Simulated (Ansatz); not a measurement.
# SnH₃Cl + H₂O: a complex and its separated parts, part 2 of 2

Ansatz 0.2.0, Gaussian basis.

**13. CAM-B3LYP-D4/def2-TZVPP**

The inputs:

parta/in.yaml

```yaml
crystal:
  periodic: [false, false, false]
  atoms:
    - {symbol: Sn, position_ang: [-0.631382, 0.279680, -1.077570]}
    - {symbol: H, position_ang: [-0.010185, -1.273350, -1.381278]}
    - {symbol: H, position_ang: [-1.252359, 1.021241, -2.475606]}
    - {symbol: H, position_ang: [-1.730669, 0.302945, 0.218981]}
    - {symbol: Cl, position_ang: [1.185025, 1.582321, -0.407841]}
basis:
  gaussian: {orbitals: def2-TZVPP}
hamiltonian: {xc: {name: CAM-B3LYP}, dispersion: d4}
```

partb/in.yaml

```yaml
crystal:
  periodic: [false, false, false]
  atoms:
    - {symbol: O, position_ang: [0.734122, -0.931767, 1.465686]}
    - {symbol: H, position_ang: [1.348835, -0.208698, 1.324272]}
    - {symbol: H, position_ang: [0.356613, -0.772475, 2.333356]}
basis:
  gaussian: {orbitals: def2-TZVPP}
hamiltonian: {xc: {name: CAM-B3LYP}, dispersion: d4}
```

The same command starts each run, in its folder.

The run is started by

```
$ ansatz run in.yaml --threads 4 --pin off --events-out ev --progress --plain --max-ram 9574MiB
```

Log of parta, cut to the lines that bear on the results:

```text
Functional definition: CAM-B3LYP
  name "CAM-B3LYP"
  cite "Yanai, Tew & Handy, Chem. Phys. Lett. 393, 51 (2004) doi:10.1016/j.cplett.2004.06.011"
  cite "Iikura, Tsuneda, Yanai & Hirao, J. Chem. Phys. 115, 3540 (2001) doi:10.1063/1.1383587"
  cite "Becke, Phys. Rev. A 38, 3098 (1988) doi:10.1103/PhysRevA.38.3098"
  cite "Lee, Yang & Parr, Phys. Rev. B 37, 785 (1988) doi:10.1103/PhysRevB.37.785"
[...]
  # Exact exchange under (alpha + beta erf(omega r))/r, Becke's under what is left of 1/r.
[...]
922 factors; their error is unknown
191 factors; integrals over basis functions are off by at most 1.8e-5 eV
[...]
mean field -18403.97626071 eV, -676.3336529180 hartree, gradient 2.6e-5 eV, S^2 0.000000; 0 other end points of the search recorded, 0 dependent functions left out
reference -18403.97638152 eV, -676.3336573576 hartree; 21, 21 occupied and 113, 113 virtual orbitals, 922 factors
Total energy: -18404.05029358 eV, -676.3363735758 hartree
```

Output in partb, cut to the lines that bear on the results:

```text
[... 6 set-up lines as earlier in the session ...]
[...]
  # Exact exchange under (alpha + beta erf(omega r))/r, Becke's under what is left of 1/r.
[...]
269 factors; their error is unknown
72 factors; integrals over basis functions are off by at most 2.4e-5 eV
[...]
mean field -2079.99969537 eV, -76.4385789303 hartree, gradient 1.1e-5 eV, S^2 0.000000; 0 other end points of the search recorded, 0 dependent functions left out
reference -2079.99976279 eV, -76.4385814082 hartree; 5, 5 occupied and 54, 54 virtual orbitals, 269 factors
Total energy: -2080.00382848 eV, -76.4387308195 hartree
```

Wall times: 2.9 s (parta), 0.5 s (partb) on 4 threads of AMD EPYC, shared host; peak memory 0.42 GiB.

**14. wB97X-V/def2-TZVPP**

The same edit goes into each in.yaml of step 13 (parta, partb):

```diff
-hamiltonian: {xc: {name: CAM-B3LYP}, dispersion: d4}
+hamiltonian: {xc: {name: wB97X-V}}
```

One command serves all of them, each in its own folder.

The run is started by

```
$ ansatz run in.yaml --threads 4 --pin off --events-out ev --progress --plain --max-ram 9574MiB
```

Log of parta, cut to the lines that bear on the results:

```text
Functional definition: wB97X-V
  name "wB97X-V"
  cite "Mardirossian & Head-Gordon, Phys. Chem. Chem. Phys. 16, 9904 (2014) doi:10.1039/C3CP54374A"
[... 2 set-up lines as earlier in the session ...]
[...]
      + integral(e_c_pw_opposite_spin*poly(b97_u_opposite, cos0, cos1)) + vv10(b, c)
919 factors; their error is unknown
186 factors; integrals over basis functions are off by at most 3.9e-5 eV
[...]
mean field -18401.74049253 eV, -676.2514899527 hartree, gradient 1.9e-5 eV, S^2 0.000000; 0 other end points of the search recorded, 0 dependent functions left out
reference -18401.74049049 eV, -676.2514898779 hartree; 21, 21 occupied and 113, 113 virtual orbitals, 919 factors
Total energy: -18401.74049049 eV, -676.2514898779 hartree
```

partb printed, cut to the lines that bear on the results:

```text
[... 5 set-up lines as earlier in the session ...]
[...]
      + integral(e_c_pw_opposite_spin*poly(b97_u_opposite, cos0, cos1)) + vv10(b, c)
269 factors; their error is unknown
69 factors; integrals over basis functions are off by at most 2.2e-5 eV
[...]
mean field -2079.88766413 eV, -76.4344618583 hartree, gradient 2.2e-5 eV, S^2 0.000000; 0 other end points of the search recorded, 0 dependent functions left out
reference -2079.88766323 eV, -76.4344618254 hartree; 5, 5 occupied and 54, 54 virtual orbitals, 269 factors
Total energy: -2079.88766323 eV, -76.4344618254 hartree
```

Wall times: 6 s (parta), 0.91 s (partb) on 4 threads of AMD EPYC, shared host; peak memory 0.42 GiB.

**15. wB97M-V/def2-TZVPP**

The same edit goes into each in.yaml of step 14 (parta, partb):

```diff
-hamiltonian: {xc: {name: wB97X-V}}
+hamiltonian: {xc: {name: wB97M-V}}
```

The same command starts each run, in its folder.

The run is started by

```
$ ansatz run in.yaml --threads 4 --pin off --events-out ev --progress --plain --max-ram 9574MiB
```

parta printed, cut to the lines that bear on the results:

```text
Functional definition: wB97M-V
  name "wB97M-V"
  cite "Mardirossian & Head-Gordon, J. Chem. Phys. 144, 214110 (2016) doi:10.1063/1.4952647"
[... 2 set-up lines as earlier in the session ...]
  # Of w^i u^j: cxij and so on, Table III.
[...]
  gx(w, u) = 1 - cx + cx01*u + cx10*w
[...]
      + integral(e_c_pw_mod_opposite_spin*gos(b97_w_opposite, b97_u_opposite)) + vv10(b, c)
919 factors; their error is unknown
186 factors; integrals over basis functions are off by at most 3.9e-5 eV
[...]
mean field -18401.80133773 eV, -676.2537259725 hartree, gradient 2.3e-5 eV, S^2 0.000000; 0 other end points of the search recorded, 0 dependent functions left out
reference -18401.80138862 eV, -676.2537278427 hartree; 21, 21 occupied and 113, 113 virtual orbitals, 919 factors
Total energy: -18401.80138862 eV, -676.2537278427 hartree
```

Log of partb, cut to the lines that bear on the results:

```text
[... 5 set-up lines as earlier in the session ...]
  # Of w^i u^j: cxij and so on, Table III.
[...]
  gx(w, u) = 1 - cx + cx01*u + cx10*w
[...]
      + integral(e_c_pw_mod_opposite_spin*gos(b97_w_opposite, b97_u_opposite)) + vv10(b, c)
269 factors; their error is unknown
69 factors; integrals over basis functions are off by at most 2.2e-5 eV
[...]
mean field -2079.85937052 eV, -76.4334220873 hartree, gradient 2.9e-5 eV, S^2 0.000000; 0 other end points of the search recorded, 0 dependent functions left out
reference -2079.85939253 eV, -76.4334228961 hartree; 5, 5 occupied and 54, 54 virtual orbitals, 269 factors
Total energy: -2079.85939253 eV, -76.4334228961 hartree
```

Times: 5.5 s (parta), 1.2 s (partb) on 4 threads of AMD EPYC, shared host; peak memory 0.42 GiB.

**16. B2PLYP/def2-TZVPP**

Each input of step 15 (parta, partb) changes in the same lines:

```diff
-hamiltonian: {xc: {name: wB97M-V}}
+hamiltonian: {xc: {name: B2PLYP}}
```

Each run has its own folder and the same command.

The run is started by

```
$ ansatz run in.yaml --threads 4 --pin off --events-out ev --progress --plain --max-ram 9574MiB
```

Output in parta, cut to the lines that bear on the results:

```text
Functional definition: B2PLYP
  name "B2PLYP"
  cite "Grimme, J. Chem. Phys. 124, 034108 (2006) doi:10.1063/1.2148954"
[... 2 set-up lines as earlier in the session ...]
[...]
934 factors; integrals over basis functions are off by at most 9.8e-4 eV
[...]
mean field -18390.05320610 eV, -675.8219900983 hartree, gradient 6.1e-6 eV, S^2 0.000000; 0 other end points of the search recorded, 0 dependent functions left out
9 core orbitals not correlated: weight in the atoms' cores, before any rotation towards them, 1.000 or more for the frozen orbitals, at most 0.000 for the correlated occupied ones
reference -18390.05336006 eV, -675.8219957563 hartree; 12, 12 occupied and 113, 113 virtual orbitals, 934 factors
second order -17.12949354 eV of doubles, -0.00000000 eV of singles
Total energy: -18394.67832331 eV, -675.9919600210 hartree
```

partb printed, cut to the lines that bear on the results:

```text
[... 5 set-up lines as earlier in the session ...]
[...]
361 factors; integrals over basis functions are off by at most 8.6e-4 eV
[...]
mean field -2077.03832379 eV, -76.3297505323 hartree, gradient 1.4e-6 eV, S^2 0.000000; 0 other end points of the search recorded, 0 dependent functions left out
1 core orbitals not correlated: weight in the atoms' cores, before any rotation towards them, 1.000 or more for the frozen orbitals, at most 0.000 for the correlated occupied ones
reference -2077.03840881 eV, -76.3297536566 hartree; 4, 4 occupied and 54, 54 virtual orbitals, 361 factors
second order -8.41849804 eV of doubles, -0.00000000 eV of singles
Total energy: -2079.31140328 eV, -76.4132846627 hartree
```

They took 4 s (parta), 0.71 s (partb) on 4 threads of AMD EPYC, shared host; peak memory 0.42 GiB.

**17. PBE-QIDH/def2-TZVPP**

The same edit goes into each in.yaml of step 16 (parta, partb):

```diff
-hamiltonian: {xc: {name: B2PLYP}}
+hamiltonian: {xc: {name: PBE-QIDH}}
```

The same command starts each run, in its folder.

The run is started by

```
$ ansatz run in.yaml --threads 4 --pin off --events-out ev --progress --plain --max-ram 9574MiB
```

Output in parta, cut to the lines that bear on the results:

```text
Functional definition: PBE-QIDH
  name "PBE-QIDH"
  cite "Brémond, Sancho-García, Pérez-Jiménez & Adamo, J. Chem. Phys. 141, 031101 (2014) doi:10.1063/1.4890314"
[... 1 set-up line as earlier in the session ...]
[...]
934 factors; integrals over basis functions are off by at most 9.8e-4 eV
[...]
mean field -18387.09524787 eV, -675.7132871384 hartree, gradient 5.4e-6 eV, S^2 0.000000; 0 other end points of the search recorded, 0 dependent functions left out
9 core orbitals not correlated: weight in the atoms' cores, before any rotation towards them, 1.000 or more for the frozen orbitals, at most 0.000 for the correlated occupied ones
reference -18387.09525973 eV, -675.7132875741 hartree; 12, 12 occupied and 113, 113 virtual orbitals, 934 factors
second order -15.99166658 eV of doubles, -0.00000000 eV of singles
Total energy: -18392.42581525 eV, -675.9091818765 hartree
```

partb printed, cut to the lines that bear on the results:

```text
[... 4 set-up lines as earlier in the session ...]
[...]
361 factors; integrals over basis functions are off by at most 8.6e-4 eV
[...]
mean field -2075.58442177 eV, -76.2763206186 hartree, gradient 2.3e-6 eV, S^2 0.000000; 0 other end points of the search recorded, 0 dependent functions left out
1 core orbitals not correlated: weight in the atoms' cores, before any rotation towards them, 1.000 or more for the frozen orbitals, at most 0.000 for the correlated occupied ones
reference -2075.58442727 eV, -76.2763208204 hartree; 4, 4 occupied and 54, 54 virtual orbitals, 361 factors
second order -7.85879966 eV of doubles, -0.00000000 eV of singles
Total energy: -2078.20402715 eV, -76.3725893406 hartree
```

Wall times: 3.9 s (parta), 0.76 s (partb) on 4 threads of AMD EPYC, shared host; peak memory 0.42 GiB.

**18. RPA on PBE/def2-TZVPP**

The same edit goes into each in.yaml of step 17 (parta, partb):

```diff
-hamiltonian: {xc: {name: PBE-QIDH}}
+hamiltonian: {xc: pbe}
+correlation: {method: rpa}
```

Each run has its own folder and the same command.

The run is started by

```
$ ansatz run in.yaml --threads 4 --pin off --events-out ev --progress --plain --max-ram 9574MiB
```

Output in parta, cut to the lines that bear on the results:

```text
[... 4 set-up lines as earlier in the session ...]
[...]
934 factors; integrals over basis functions are off by at most 9.8e-4 eV
[...]
mean field -18398.57354207 eV, -676.1351066701 hartree, gradient 4.6e-6 eV, S^2 0.000000; 0 other end points of the search recorded, 0 dependent functions left out
9 core orbitals not correlated: weight in the atoms' cores, before any rotation towards them, 1.000 or more for the frozen orbitals, at most 0.000 for the correlated occupied ones
reference -18356.83493161 eV, -674.6012410271 hartree; 12, 12 occupied and 113, 113 virtual orbitals, 934 factors
Total energy: -18379.30490747 eV, -675.4269974091 hartree
```

Log of partb, cut to the lines that bear on the results:

```text
[... 4 set-up lines as earlier in the session ...]
[...]
361 factors; integrals over basis functions are off by at most 8.6e-4 eV
[...]
mean field -2078.40749228 eV, -76.3800665460 hartree, gradient 5.3e-6 eV, S^2 0.000000; 0 other end points of the search recorded, 0 dependent functions left out
1 core orbitals not correlated: weight in the atoms' cores, before any rotation towards them, 1.000 or more for the frozen orbitals, at most 0.000 for the correlated occupied ones
reference -2069.53708995 eV, -76.0540852729 hartree; 4, 4 occupied and 54, 54 virtual orbitals, 361 factors
Total energy: -2080.48251764 eV, -76.4563223217 hartree
```

Times: 4.2 s (parta), 0.71 s (partb) on 4 threads of AMD EPYC, shared host; peak memory 0.42 GiB.

**19. CCSD(T)/def2-TZVPP**

The same edit goes into each in.yaml of step 18 (parta, partb):

```diff
-hamiltonian: {xc: pbe}
-correlation: {method: rpa}
+correlation: {method: ccsd_t}
```

Each run has its own folder and the same command.

The run is started by

```
$ ansatz run in.yaml --threads 4 --pin off --events-out ev --progress --plain --max-ram 9574MiB
```

Output in parta, cut to the lines that bear on the results:

```text
Functional definition: HF
  name "HF"
  cite "Fock, Z. Phys. 61, 126 (1930) doi:10.1007/BF01340294"
[... 1 set-up line as earlier in the session ...]
[...]
934 factors; integrals over basis functions are off by at most 9.8e-4 eV
[...]
mean field -18357.78906388 eV, -674.6363047414 hartree, gradient 1.7e-6 eV, S^2 0.000000; 0 other end points of the search recorded, 0 dependent functions left out
9 core orbitals not correlated: weight in the atoms' cores, before any rotation towards them, 1.000 or more for the frozen orbitals, at most 0.000 for the correlated occupied ones
reference -18357.78906388 eV, -674.6363047414 hartree; 12, 12 occupied and 113, 113 virtual orbitals, 934 factors
second order -14.26478625 eV of doubles, -0.00000000 eV of singles
cycle   1  -14.55401119 eV  change   -2.9e-1 eV  update   8.3e-2
[...]
cycle   8  -14.97366657 eV  change   -7.4e-6 eV  update   2.6e-5
perturbative correction -0.46900644 eV, -0.0172356687 hartree
Total energy: -18373.23173689 eV, -675.2038125070 hartree
```

Log of partb, cut to the lines that bear on the results:

```text
[... 4 set-up lines as earlier in the session ...]
[...]
361 factors; integrals over basis functions are off by at most 8.6e-4 eV
[...]
mean field -2069.76251431 eV, -76.0623694654 hartree, gradient 3.6e-6 eV, S^2 0.000000; 0 other end points of the search recorded, 0 dependent functions left out
1 core orbitals not correlated: weight in the atoms' cores, before any rotation towards them, 1.000 or more for the frozen orbitals, at most 0.000 for the correlated occupied ones
reference -2069.76251431 eV, -76.0623694654 hartree; 4, 4 occupied and 54, 54 virtual orbitals, 361 factors
second order -7.10542020 eV of doubles, -0.00000000 eV of singles
cycle   1  -7.11152034 eV  change   -6.1e-3 eV  update   4.1e-2
[...]
cycle   8  -7.26595436 eV  change    3.2e-6 eV  update   7.2e-6
perturbative correction -0.20738605 eV, -0.0076212966 hartree
Total energy: -2077.23585471 eV, -76.3370096596 hartree
```

They took 17 s (parta), 0.86 s (partb) on 4 threads of AMD EPYC, shared host; peak memory 0.77 GiB.

**20. Vibrations of SnH₃Cl**

The input, vib-parta/in.yaml:

```yaml
crystal:
  periodic: [false, false, false]
  atoms:
    - {symbol: Sn, position_ang: [-0.631382, 0.279680, -1.077570]}
    - {symbol: H, position_ang: [-0.010185, -1.273350, -1.381278]}
    - {symbol: H, position_ang: [-1.252359, 1.021241, -2.475606]}
    - {symbol: H, position_ang: [-1.730669, 0.302945, 0.218981]}
    - {symbol: Cl, position_ang: [1.185025, 1.582321, -0.407841]}
basis:
  gaussian: {orbitals: def2-TZVP}
hamiltonian: {xc: pbe0, dispersion: d4}
phonons: {temperatures: {t_min: 298.15, t_max: 900, t_step: 200}}
```

The run is started by

```
$ ansatz run in.yaml --threads 4 --pin off --events-out ev --progress --plain --max-ram 9574MiB
```

The program printed, cut to the lines that bear on the results:

```text
[... 5 set-up lines as earlier in the session ...]
[...]
861 factors; their error is unknown
[...]
mean field -18399.98072228 eV, -676.1868195889 hartree, gradient 5.2e-5 eV, S^2 0.000000; 0 other end points of the search recorded, 0 dependent functions left out
[...]
Atom 2 at    -1.252359     1.021241    -2.475606 Å, force     0.000120     0.000028    -0.000000 eV/Å
Atom 3 at    -1.730669     0.302945     0.218981 Å, force     0.000022     0.000005     0.000065 eV/Å
Atom 4 at     1.185025     1.582321    -0.407841 Å, force     0.000069     0.000113    -0.000002 eV/Å
Dipole moment:    -0.403417    -0.289311    -0.148753 e Å
Vibrations: 371.28 487.90 488.08 701.71 705.08 705.35 1971.28 1978.99 1979.09 cm⁻¹, zero-point energy 0.582029 eV
```

Run time: 49 s. Hardware: 4 threads of AMD EPYC, shared host; peak memory 0.42 GiB.

Wavenumbers and character of the modes:

```csv
mode,wavenumber (cm⁻¹),character
1,371,Sn–Cl stretch
2,488,bend
3,488,bend
4,702,bend
5,705,bend
6,705,bend
7,1971,Sn–H stretch
8,1979,Sn–H stretch
9,1979,Sn–H stretch
```

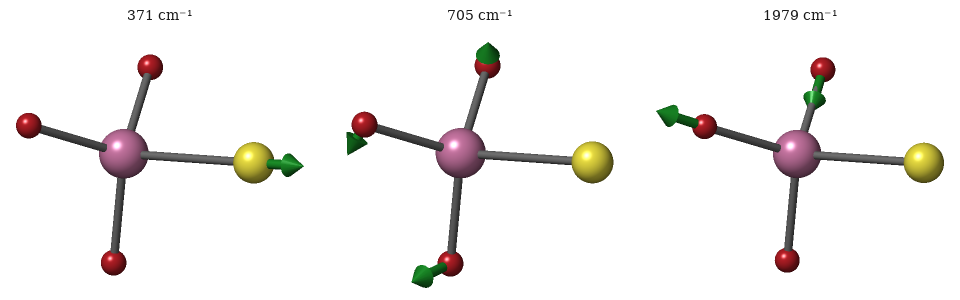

How the atoms move in 3 of the modes.

Vibrational sums (real modes only):

```
T (K)  entropy (J/mol/K)  heat capacity (J/mol/K)
  298               14.1                     27.6
  498               32.0                     42.3
  698               47.9                     51.5
  898               61.7                     57.8
```

**21. Vibrations of H₂O**

The input, vib-partb/in.yaml:

```yaml
crystal:
  periodic: [false, false, false]
  atoms:
    - {symbol: O, position_ang: [0.734122, -0.931767, 1.465686]}
    - {symbol: H, position_ang: [1.348835, -0.208698, 1.324272]}
    - {symbol: H, position_ang: [0.356613, -0.772475, 2.333356]}
basis:
  gaussian: {orbitals: def2-TZVP}
hamiltonian: {xc: pbe0, dispersion: d4}
phonons: {temperatures: {t_min: 298.15, t_max: 900, t_step: 200}}
```

The run is started by

```
$ ansatz run in.yaml --threads 4 --pin off --events-out ev --progress --plain --max-ram 9574MiB
```

The program printed, cut to the lines that bear on the results:

```text
[... 5 set-up lines as earlier in the session ...]
[...]
239 factors; their error is unknown
[...]
mean field -2078.33307655 eV, -76.3773318183 hartree, gradient 1.2e-5 eV, S^2 0.000000; 0 other end points of the search recorded, 0 dependent functions left out
[...]
Total energy: -2078.33734609 eV, -76.3774887211 hartree
Atom 0 at     0.734122    -0.931767     1.465686 Å, force    -0.001547    -0.003951    -0.002402 eV/Å
Atom 1 at     1.348835    -0.208698     1.324272 Å, force     0.000658     0.002125     0.001598 eV/Å
Atom 2 at     0.356613    -0.772475     2.333356 Å, force     0.000889     0.001825     0.000804 eV/Å
Dipole moment:     0.087478     0.325397     0.267826 e Å
Vibrations: 1622.54 3852.03 3959.98 cm⁻¹, zero-point energy 0.584868 eV
```

Wall time 3.5 s (4 threads of AMD EPYC, shared host); peak memory 0.42 GiB.

The modes, with what each moves most:

```csv
mode,wavenumber (cm⁻¹),character
1,1623,bend
2,3852,O–H stretch
3,3960,O–H stretch
```

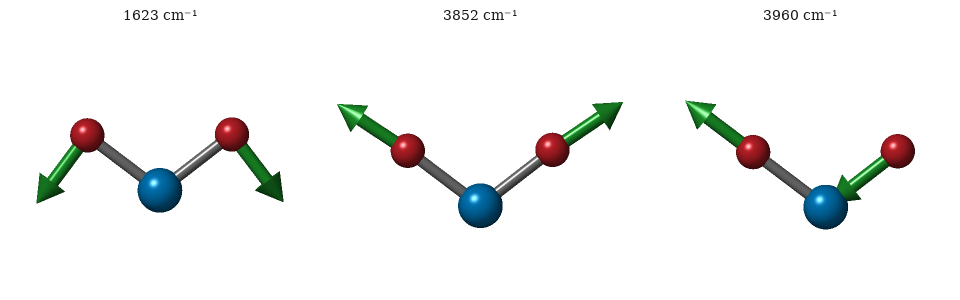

Displacements of 3 modes, as arrows.

Vibrational sums (real modes only):

```
T (K)  entropy (J/mol/K)  heat capacity (J/mol/K)
  298                0.0                      0.2
  498                0.4                      1.7
  698                1.4                      3.9
  898                2.6                      6.1
```

**22. Complex less separated parts**

The complex's own energies come from single points at the same levels.

Rows are in def2-TZVPP; times add the 3 runs of a level on a shared host, so small differences are noise.

Differences are taken before rounding.

```csv
method,rung,complex less parts (kcal/mol),from CCSD(T) (kcal/mol),time
SPW92,LDA,-8.3,-3.5,4.1 s
PBE-D4,GGA,-5.9,-1.0,5.2 s
BLYP-D4,GGA,-5.5,-0.7,5.4 s
r2SCAN-D4,meta-GGA,-5.7,-0.8,10 s
B97M-V,meta-GGA,-5.9,-1.0,15 s
PBE0-D4,hybrid,-5.4,-0.5,7 s
B3LYP-D4,hybrid,-5.4,-0.5,7.5 s
r2SCAN0-D4,hybrid,-5.4,-0.6,12 s
BHLYP-D4,hybrid,-5.5,-0.6,6.7 s
CAM-B3LYP-D4,range-separated hybrid,-5.5,-0.7,8.2 s
wB97X-V,range-separated hybrid,-5.5,-0.6,17 s
wB97M-V,range-separated hybrid,-5.8,-1.0,17 s
B2PLYP,double hybrid,-4.2,+0.7,12 s
PBE-QIDH,double hybrid,-4.7,+0.2,12 s
RPA on PBE,RPA,-4.2,+0.7,12 s
Hartree-Fock,wavefunction,-1.9,+3.0,
MP2,wavefunction,-5.0,-0.2,
CCSD,wavefunction,-4.4,+0.5,
CCSD(T),wavefunction,-4.9,0,2.1 min
```

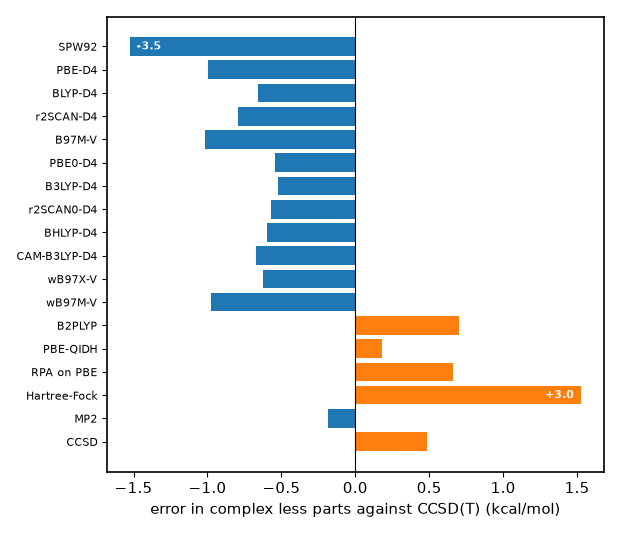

How far each level lands from CCSD(T). Bars with a number in them are cut short.

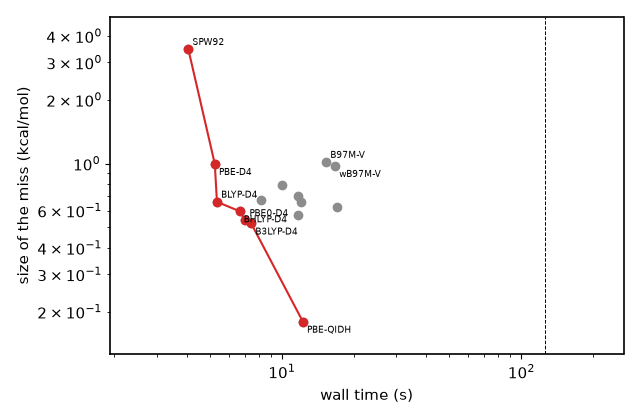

Accuracy for the time spent; red marks the levels that beat every quicker one drawn (of those quicker than the yardstick), and the dashed line is the time of CCSD(T). Only those levels and the largest misses are named. Times are from a shared host.

For cost: PBE-QIDH gets within 0.2 kcal/mol in 12 s, where CCSD(T) took 2.1 min; the quickest level in the cost chart, SPW92, takes 4.1 s and misses by 3.5 kcal/mol.

The complex's zero-point energy, from a separate PBE0-D4 run, is 1.235 eV.

**23. What came out**

What follows sums up all 2 parts.

| quantity | value |
| --- | --- |
| complex less parts, CCSD(T)/def2-TZVPP | -4.9 kcal/mol |
| with zero-point energy | -3.3 kcal/mol |
| largest T1 diagnostic | 0.012 |

At CCSD(T) the complex lies 4.9 kcal/mol below its parts. PBE-QIDH is the best functional here (+0.2 kcal/mol from CCSD(T)); SPW92 is the worst (-3.5 kcal/mol). Mean unsigned error by rung: LDA 3.5, GGA 0.8, meta-GGA 0.9, hybrid 0.6, range-separated hybrid 0.8, double hybrid 0.4 kcal/mol. PBE-D4 gives a relative energy 1.0 kcal/mol too low, inside chemical accuracy (1 kcal/mol). No counterpoise was applied, and triple zeta lacks some correlation, so the CCSD(T) reference has a basis error of its own, and close matches with it are partly luck.
